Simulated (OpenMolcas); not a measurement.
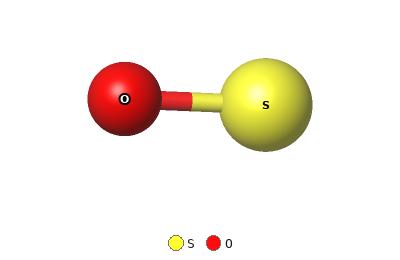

The molecule at the reference distance of 1.519 Å.

SO: relativistic diatomic calculation (part 1 of 2)

System: SO.
Method: SA-CASSCF(8,6)/XMS-CASPT2 + RASSI spin-orbit (X2C scalar, AMFI), ANO-RCC-VTZP (OpenMolcas).

### The program's output (extracts)
```
++    Wave function specifications:
      Number of closed shell electrons          16
      Number of electrons in active shells       8
      Number of inactive orbitals                8
      Number of active orbitals                  6
      Number of secondary orbitals              50
      Spin quantum number                      1.0
      State symmetry                             1
++    Orbital specifications:
      Symmetry species                           1   2
                                                 a   b
      Frozen orbitals                            0   0
      Inactive orbitals                          6   2
      Active orbitals                            2   4
      RAS2 orbitals                              2   4
      Secondary orbitals                        26  24
      Number of basis functions                 34  30
      printout of CI-coefficients larger than  0.15 for root  1
      energy=    -473.586033
      conf/sym  11 2222     Coeff  Weight
            22  02 22uu  -0.97096 0.94276
            42  02 uu22   0.17750 0.03151
      printout of CI-coefficients larger than  0.15 for root  2
      energy=    -473.436379
      conf/sym  11 2222     Coeff  Weight
            24  02 2uu2  -0.69885 0.48839
            40  02 u22u  -0.69885 0.48839
      printout of CI-coefficients larger than  0.15 for root  3
      energy=    -473.436379
      conf/sym  11 2222     Coeff  Weight
            23  02 2u2u  -0.69885 0.48839
            41  02 u2u2   0.69885 0.48839
      printout of CI-coefficients larger than  0.15 for root  4
      energy=    -473.431559
      conf/sym  11 2222     Coeff  Weight
            23  02 2u2u   0.70290 0.49407
            41  02 u2u2   0.70290 0.49407
      Natural orbitals and occupation numbers for root  1
      sym 1:   0.032939   1.968046
      sym 2:   1.958553   1.958553   1.040955   1.040955
      Natural orbitals and occupation numbers for root  2
      sym 1:   0.021751   1.978937
      sym 2:   1.500395   1.500395   1.499261   1.499261
      Natural orbitals and occupation numbers for root  3
      sym 1:   0.021751   1.978937
      sym 2:   1.500395   1.500395   1.499261   1.499261
      Natural orbitals and occupation numbers for root  4
      sym 1:   0.021741   1.978979
      sym 2:   1.500377   1.500377   1.499264   1.499264
      RASSCF energy for state  4                   -473.43155947
::    RASSCF root number  1 Total energy:   -473.58603322
::    RASSCF root number  2 Total energy:   -473.43637880
::    RASSCF root number  3 Total energy:   -473.43637880
::    RASSCF root number  4 Total energy:   -473.43155947
      Von Neumann Entropy (Root   1) =  1.16028
++    Wave function specifications:
      Number of closed shell electrons           4
      Number of electrons in active shells       8
      Number of inactive orbitals                2
      Number of active orbitals                  6
      Number of secondary orbitals              50
      Spin quantum number                      1.0
      State symmetry                             1
      Number of CSFs                            49
      Number of CASSCF root(s) available         4
      CASPT2 state passed to geometry opt.       4
      A file JOBMIX will be created
      This is a MULTI-STATE CASSCF reference
      Number of CI roots used                    4
      These are:                                 1   2   3   4
      Off-diagonal elements of Heff are computed
  FINAL CASPT2 RESULT:
      Reference energy:        -473.5860332210
      E2 (Non-variational):      -0.3328967001
      Shift correction:          -0.0020973952
      E2 (Variational):          -0.3349940952
      Total energy:            -473.9210273163
      Reference weight:           0.89950
  FINAL CASPT2 RESULT:
      Reference energy:        -473.4363788012
      E2 (Non-variational):      -0.3119449993
      Shift correction:          -0.0015044074
      E2 (Variational):          -0.3134494067
      Total energy:            -473.7498282079
      Reference weight:           0.91290
  FINAL CASPT2 RESULT:
      Reference energy:        -473.4363788012
      E2 (Non-variational):      -0.3114591180
      Shift correction:          -0.0014893343
      E2 (Variational):          -0.3129484522
      Total energy:            -473.7493272535
      Reference weight:           0.91325
  FINAL CASPT2 RESULT:
      Reference energy:        -473.4315594725
      E2 (Non-variational):      -0.3116203224
      Shift correction:          -0.0014576309
      E2 (Variational):          -0.3130779533
      Total energy:            -473.7446374258
      Reference weight:           0.91346
       Total XMS-CASPT2 energies:
::    XMS-CASPT2 Root  1     Total energy:   -473.92102732
::    XMS-CASPT2 Root  2     Total energy:   -473.74982821
::    XMS-CASPT2 Root  3     Total energy:   -473.74932725
::    XMS-CASPT2 Root  4     Total energy:   -473.74463743
++    Wave function specifications:
      Number of closed shell electrons          16
      Number of electrons in active shells       8
      Number of inactive orbitals                8
      Number of active orbitals                  6
      Number of secondary orbitals              50
      Spin quantum number                      0.0
      State symmetry                             1
      printout of CI-coefficients larger than  0.15 for root  1
      energy=    -473.563433
      conf/sym  11 2222     Coeff  Weight
            33  02 2220  -0.67987 0.46222
            36  02 2202   0.67987 0.46222
            38  02 2022   0.15723 0.02472
            56  02 0222  -0.15723 0.02472
      printout of CI-coefficients larger than  0.15 for root  2
      energy=    -473.563433
      conf/sym  11 2222     Coeff  Weight
            34  02 22ud  -0.96148 0.92443
            50  02 ud22   0.22236 0.04945
      printout of CI-coefficients larger than  0.15 for root  3
      energy=    -473.540735
      conf/sym  11 2222     Coeff  Weight
            33  02 2220  -0.67219 0.45184
            36  02 2202  -0.67219 0.45184
            38  02 2022   0.18951 0.03591
            56  02 0222   0.18951 0.03591
      printout of CI-coefficients larger than  0.15 for root  4
      energy=    -473.440558
      conf/sym  11 2222     Coeff  Weight
            37  02 2ud2   0.70123 0.49173
            48  02 u22d  -0.70123 0.49173
      Natural orbitals and occupation numbers for root  1
      sym 1:   0.034367   1.966801
      sym 2:   1.940186   1.940186   1.059230   1.059230
      Natural orbitals and occupation numbers for root  2
      sym 1:   0.034367   1.966801
      sym 2:   1.940186   1.940186   1.059230   1.059230
      Natural orbitals and occupation numbers for root  3
      sym 1:   0.033343   1.967882
      sym 2:   1.918800   1.918800   1.080587   1.080587
      Natural orbitals and occupation numbers for root  4
      sym 1:   0.026654   1.974227
      sym 2:   1.501581   1.501581   1.497978   1.497978
      RASSCF energy for state  4                   -473.44055846
::    RASSCF root number  1 Total energy:   -473.56343279
::    RASSCF root number  2 Total energy:   -473.56343279
::    RASSCF root number  3 Total energy:   -473.54073529
::    RASSCF root number  4 Total energy:   -473.44055846
      Von Neumann Entropy (Root   1) =  1.18078
++    Wave function specifications:
      Number of closed shell electrons           4
      Number of electrons in active shells       8
      Number of inactive orbitals                2
      Number of active orbitals                  6
      Number of secondary orbitals              50
      Spin quantum number                      0.0
      State symmetry                             1
      Number of CSFs                            57
      Number of CASSCF root(s) available         4
      CASPT2 state passed to geometry opt.       4
      A file JOBMIX will be created
      This is a MULTI-STATE CASSCF reference
      Number of CI roots used                    4
      These are:                                 1   2   3   4
      Off-diagonal elements of Heff are computed
  FINAL CASPT2 RESULT:
      Reference energy:        -473.5634327930
      E2 (Non-variational):      -0.3298828003
      Shift correction:          -0.0020002307
      E2 (Variational):          -0.3318830309
      Total energy:            -473.8953158239
      Reference weight:           0.90197
  FINAL CASPT2 RESULT:
      Reference energy:        -473.5634327930
      E2 (Non-variational):      -0.3295926248
      Shift correction:          -0.0019755560
      E2 (Variational):          -0.3315681809
      Total energy:            -473.8950009738
      Reference weight:           0.90229
  FINAL CASPT2 RESULT:
      Reference energy:        -473.5407352935
      E2 (Non-variational):      -0.3301136133
      Shift correction:          -0.0020219432
      E2 (Variational):          -0.3321355565
      Total energy:            -473.8728708500
      Reference weight:           0.90162
  FINAL CASPT2 RESULT:
      Reference energy:        -473.4405584557
      E2 (Non-variational):      -0.3193840849
      Shift correction:          -0.0018942571
      E2 (Variational):          -0.3212783420
      Total energy:            -473.7618367977
      Reference weight:           0.90705
       Total XMS-CASPT2 energies:
::    XMS-CASPT2 Root  1     Total energy:   -473.89531586
::    XMS-CASPT2 Root  2     Total energy:   -473.89500094
::    XMS-CASPT2 Root  3     Total energy:   -473.87287085
::    XMS-CASPT2 Root  4     Total energy:   -473.76183679
++    Wave function specifications:
      Number of closed shell electrons          16
      Number of electrons in active shells       8
      Number of inactive orbitals                8
      Number of active orbitals                  6
      Number of secondary orbitals              50
      Spin quantum number                      1.0
      State symmetry                             2
      printout of CI-coefficients larger than  0.15 for root  1
      energy=    -473.202503
      conf/sym  11 2222     Coeff  Weight
            52  0u 222u   0.97318 0.94708
            54  0u 2u22   0.17050 0.02907
      printout of CI-coefficients larger than  0.15 for root  2
      energy=    -473.202503
      conf/sym  11 2222     Coeff  Weight
            53  0u 22u2   0.97318 0.94708
            56  0u u222   0.17050 0.02907
      printout of CI-coefficients larger than  0.15 for root  3
      energy=    -473.065818
      conf/sym  11 2222     Coeff  Weight
            10  u2 22u0   0.93582 0.87576
            18  u2 20u2   0.23152 0.05360
      printout of CI-coefficients larger than  0.15 for root  4
      energy=    -473.065818
      conf/sym  11 2222     Coeff  Weight
            12  u2 220u   0.93582 0.87576
            46  u2 022u  -0.23152 0.05360
      Natural orbitals and occupation numbers for root  1
      sym 1:   0.024708   1.003976
      sym 2:   1.996052   1.984237   1.986536   1.004491
      Natural orbitals and occupation numbers for root  2
      sym 1:   0.024708   1.003976
      sym 2:   1.984237   1.996052   1.004491   1.986536
      Natural orbitals and occupation numbers for root  3
      sym 1:   1.009354   1.982146
      sym 2:   1.952265   1.839050   1.045606   0.171580
      Natural orbitals and occupation numbers for root  4
      sym 1:   1.009354   1.982146
      sym 2:   1.839050   1.952265   0.171580   1.045606
      RASSCF energy for state  4                   -473.06581844
::    RASSCF root number  1 Total energy:   -473.20250309
::    RASSCF root number  2 Total energy:   -473.20250309
::    RASSCF root number  3 Total energy:   -473.06581844
::    RASSCF root number  4 Total energy:   -473.06581844
      Von Neumann Entropy (Root   1) =  1.10028
++    Wave function specifications:
      Number of closed shell electrons           4
      Number of electrons in active shells       8
      Number of inactive orbitals                2
      Number of active orbitals                  6
      Number of secondary orbitals              50
      Spin quantum number                      1.0
      State symmetry                             2
      Number of CSFs                            56
      Number of CASSCF root(s) available         4
      CASPT2 state passed to geometry opt.       4
      A file JOBMIX will be created
      This is a MULTI-STATE CASSCF reference
      Number of CI roots used                    4
      These are:                                 1   2   3   4
      Off-diagonal elements of Heff are computed
  FINAL CASPT2 RESULT:
      Reference energy:        -473.2025023651
      E2 (Non-variational):      -0.4961787444
      Shift correction:          -0.0195773206
      E2 (Variational):          -0.5157560650
      Total energy:            -473.7182584301
      Reference weight:           0.73911
  FINAL CASPT2 RESULT:
      Reference energy:        -473.2025023650
      E2 (Non-variational):      -0.4961787178
      Shift correction:          -0.0195773106
      E2 (Variational):          -0.5157560284
      Total energy:            -473.7182583934
      Reference weight:           0.73911
  FINAL CASPT2 RESULT:
      Reference energy:        -473.0658177014
      E2 (Non-variational):      -0.5985830137
      Shift correction:          -0.0735120013
      E2 (Variational):          -0.6720950150
      Total energy:            -473.7379127165
      Reference weight:           0.62301
  FINAL CASPT2 RESULT:
      Reference energy:        -473.0658177014
      E2 (Non-variational):      -0.5985830124
      Shift correction:          -0.0735120008
      E2 (Variational):          -0.6720950132
      Total energy:            -473.7379127147
      Reference weight:           0.62301
       Total XMS-CASPT2 energies:
::    XMS-CASPT2 Root  1     Total energy:   -473.73900633
::    XMS-CASPT2 Root  2     Total energy:   -473.73900632
::    XMS-CASPT2 Root  3     Total energy:   -473.71716482
::    XMS-CASPT2 Root  4     Total energy:   -473.71716478
++    Wave function specifications:
      Number of closed shell electrons          16
      Number of electrons in active shells       8
      Number of inactive orbitals                8
      Number of active orbitals                  6
      Number of secondary orbitals              50
      Spin quantum number                      0.0
      State symmetry                             2
      printout of CI-coefficients larger than  0.15 for root  1
      energy=    -473.172954
      conf/sym  11 2222     Coeff  Weight
            44  0u 222d  -0.96256 0.92652
            46  0u 2d22  -0.24202 0.05858
      printout of CI-coefficients larger than  0.15 for root  2
      energy=    -473.172954
      conf/sym  11 2222     Coeff  Weight
            45  0u 22d2   0.96256 0.92652
            48  0u d222   0.24202 0.05858
      Natural orbitals and occupation numbers for root  1
      sym 1:   0.015796   1.004520
      sym 2:   1.995787   1.993797   1.985473   1.004627
      Natural orbitals and occupation numbers for root  2
      sym 1:   0.015796   1.004520
      sym 2:   1.993797   1.995787   1.004627   1.985473
      RASSCF energy for state  2                   -473.17295353
::    RASSCF root number  1 Total energy:   -473.17295353
::    RASSCF root number  2 Total energy:   -473.17295353
      Von Neumann Entropy (Root   1) =  1.07107
++    Wave function specifications:
      Number of closed shell electrons           4
      Number of electrons in active shells       8
      Number of inactive orbitals                2
      Number of active orbitals                  6
      Number of secondary orbitals              50
      Spin quantum number                      0.0
      State symmetry                             2
      Number of CSFs                            48
      Number of CASSCF root(s) available         2
      CASPT2 state passed to geometry opt.       2
      A file JOBMIX will be createSPIN-FREE ENERGIES:
  (Shifted by EMIN (a.u.) =       -473.9210273167)
 SF State       Relative EMIN(au)   Rel lowest level(eV)    D:o, cm**(-1)      Abs_M
     1             0.0000000000        0.0000000000              0.0000         0.0
     5             0.0257114584        0.6996444241           5643.0128         2.0
     6             0.0260263774        0.7082138077           5712.1296         2.0
     7             0.0481564632        1.3104041214          10569.1220         0.0
     8             0.1591905225        4.3317947941          34938.2812         0.0
     2             0.1711991054        4.6585649808          37573.8605         2.0
     3             0.1717000667        4.6721968322          37683.8088         2.0
     4             0.1763898914        4.7998134646          38713.1064         0.0
     9             0.1820209893        4.9530434444          39948.9895         1.0
    10             0.1820209918        4.9530435117          39948.9901         1.0
    11             0.2038624969        5.5473811434          44742.6463         1.0
    12             0.2038625343        5.5473821621          44742.6546         1.0
    13             0.2740774741        7.4580280084          60153.0526         1.0
    14             0.2740775182        7.4580292103          60153.0623         1.0
```

(Continued in part 2.) Outcome of the run: converged; components of a degenerate state are split by 110 cm⁻¹.
